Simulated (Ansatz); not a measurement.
```sh
ansatz run in.yaml --threads 2 --pin off --events-out ev --progress --plain --max-ram 4352MiB
```

```yaml
crystal:
  periodic: [false, false, false]
  atoms:
    - {symbol: F, position_ang: [-0.598823, 0.890159, 0.917548]}
    - {symbol: C, position_ang: [-0.585408, -0.004854, -0.191927]}
    - {symbol: Cl, position_ang: [0.799830, -1.292263, 0.314744]}
    - {symbol: H, position_ang: [0.064043, 0.554394, -0.901642]}
basis:
  gaussian: {orbitals: "def2-TZVPPD.json"}
total_charge: -1
hamiltonian: {xc: pbe0, dispersion: d4}
output: {orbitals: {seedname: orbitals}}
```

What structure does this define?

Formula CHClF(-). The point group is C1. Coordination: 1 C trigonal pyramidal.

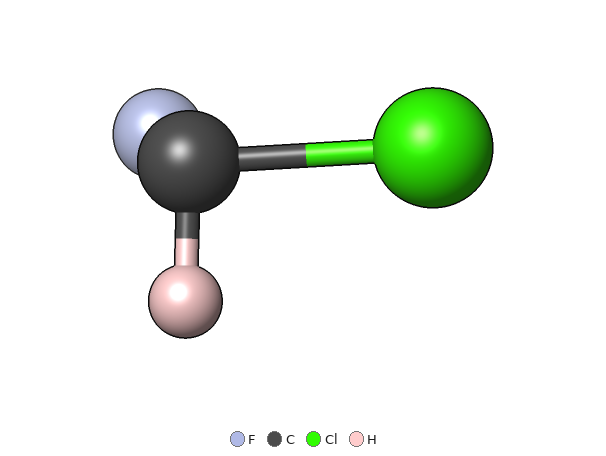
